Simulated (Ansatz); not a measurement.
# PBE0/aug-cc-pVDZ run of C2H3Br (vinyl bromide)

What is the vertical electron affinity of C2H3Br (vinyl bromide) at PBE0/aug-cc-pVDZ? 

The results are computed with Ansatz 0.2.0.

36 further runs of the same task are left out: 36 set aside as unsound or not needed.

## (1) Starting point

The species is C2H3Br (6 atoms), meant as a singlet with charge 0. As SMILES, `C=CBr`. The coordinates come from a PBE0-D4/def2-TZVP relaxation.

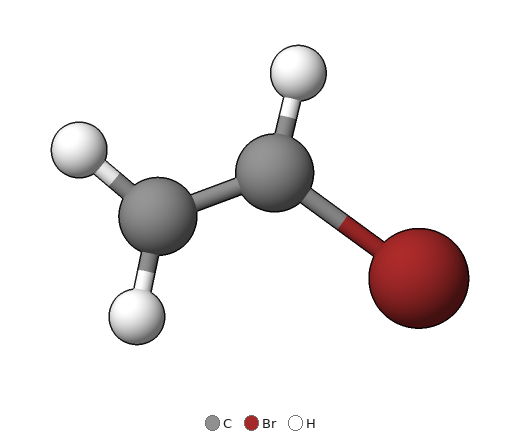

The structure, seen from a chosen angle (carbon grey, bromine red, hydrogen white).

## (2) The energy at PBE0/aug-cc-pVDZ

File run.yaml:

```yaml
crystal:
  periodic: [false, false, false]
  atoms:
    - {symbol: C, position_ang: [-0.550460, 0.207600, -0.473000]}
    - {symbol: C, position_ang: [0.418150, 0.025740, 0.403150]}
    - {symbol: Br, position_ang: [1.201850, -1.649360, 0.746820]}
    - {symbol: H, position_ang: [-0.963860, -0.603240, -1.059290]}
    - {symbol: H, position_ang: [-0.955390, 1.202650, -0.619610]}
    - {symbol: H, position_ang: [0.849720, 0.816610, 1.001930]}
basis:
  gaussian: {orbitals: aug-cc-pVDZ}
hamiltonian: {xc: pbe0}
accuracy: high
output: {orbitals: {seedname: orbitals}}
```

Launch:

```
ansatz run run.yaml --threads 1 --pin off --max-ram 3480MiB --events-out events.jsonl --progress --plain --runs-dir runs
```

What it wrote:

```text
Warning: RAYON_NUM_THREADS=1 ignored (pool sized by the plan → 1); use --threads N
Functional definition: PBE0
  name "PBE0"
  parameter a = 0.25
  parameter kappa = 0.804
  parameter beta = 0.06672455060314922
  exchange = (1 - a)*pbe_x(kappa = kappa, mu = beta*pi^2/3) + a*exact_x
  correlation = pbe_c(beta = beta)
2093 factors; integrals over basis functions are off by at most 4.3e-9 eV
mean field evaluation 1: about -72149.3437 eV, gradient 5.4e1 eV
mean field evaluation 2: about -72142.3825 eV, gradient 7.1e1 eV
mean field evaluation 4: about -72157.1461 eV, gradient 1.7e0 eV
mean field evaluation 8: about -72157.2411 eV, gradient 1.7e-1 eV
mean field evaluation 16: about -72157.2412 eV, gradient 2.2e-5 eV
mean field -72157.24120185 eV, -2651.7297042331 hartree, gradient 2.3e-8 eV, S^2 0.000000; 0 other end points of the search recorded, 0 dependent functions left out
reference -72157.24120784 eV, -2651.7297044534 hartree; 25, 25 occupied and 84, 84 virtual orbitals, 2093 factors
Total energy: -72157.24120784 eV, -2651.7297044534 hartree
```

Wall time 8.7 s (1 thread of Arm Neoverse V2, shared host); peak memory 0.37 GiB.

## (3) The doublet anion at the same level

File input.yaml:

```yaml
crystal:
  periodic: [false, false, false]
  atoms:
    - {symbol: C, position_ang: [-0.550460, 0.207600, -0.473000]}
    - {symbol: C, position_ang: [0.418150, 0.025740, 0.403150]}
    - {symbol: Br, position_ang: [1.201850, -1.649360, 0.746820]}
    - {symbol: H, position_ang: [-0.963860, -0.603240, -1.059290]}
    - {symbol: H, position_ang: [-0.955390, 1.202650, -0.619610]}
    - {symbol: H, position_ang: [0.849720, 0.816610, 1.001930]}
basis:
  gaussian:
    orbitals: aug-cc-pVDZ
hamiltonian:
  xc: pbe0
magnetization:
  spin_polarized: true
  initial_magnetization: 1
accuracy: high
total_charge: -1
output: {orbitals: {seedname: orbitals}}
```

Launch:

```
ansatz run input.yaml --threads 1 --pin off --max-ram 3480MiB --events-out events.jsonl --progress --plain --runs-dir runs
```

What it wrote, cut to the lines that bear on the results:

```text
Warning: RAYON_NUM_THREADS=1 ignored (pool sized by the plan → 1); use --threads N
[... 7 set-up lines as earlier in the session ...]
2094 factors; integrals over basis functions are off by at most 4.3e-9 eV
mean field evaluation 1: about -72149.3502 eV, gradient 3.4e1 eV
mean field evaluation 2: about -72117.3349 eV, gradient 6.7e1 eV
mean field evaluation 4: about -72155.6392 eV, gradient 5.6e0 eV
mean field evaluation 8: about -72155.9527 eV, gradient 9.6e-1 eV
mean field evaluation 16: about -72156.2527 eV, gradient 1.7e0 eV
mean field evaluation 32: about -72156.6311 eV, gradient 1.9e-7 eV
mean field evaluation 64: about -72156.5502 eV, gradient 8.1e-1 eV
mean field -72156.63113869 eV, -2651.7072848254 hartree, gradient 5.9e-8 eV, S^2 0.750045; 10 other end points of the search recorded, 0 dependent functions left out
reference -72156.63114075 eV, -2651.7072849014 hartree; 26, 25 occupied and 83, 84 virtual orbitals, 2094 factors
Total energy: -72156.63114075 eV, -2651.7072849014 hartree
```

Wall time 52 s (1 thread of Arm Neoverse V2, shared host); peak memory 0.67 GiB.

## (4) Summary of results

At PBE0/aug-cc-pVDZ:

```
                                         quantity           value
                     singlet C2H3Br: total energy  -2651.72970 Eh
                      singlet C2H3Br: HOMO energy        -7.46 eV
                      singlet C2H3Br: LUMO energy        -0.46 eV
                    singlet C2H3Br: HOMO–LUMO gap         7.00 eV
                      doublet anion: total energy  -2651.70728 Eh
doublet anion: HOMO energy (highest over α and β)         1.50 eV
 doublet anion: LUMO energy (lowest over α and β)         2.41 eV
                              doublet anion: ⟨S²⟩           0.750
vertical electron affinity (to the doublet anion)       -0.610 eV
```

**Reading.** The anion lies 0.61 eV (58.9 kJ/mol) above the neutral: the electron isn't bound at this level, and such a value depends on the basis. The HOMO (doublet anion) lies at positive energy, 1.50 eV; only total energies tell whether the electron is bound.
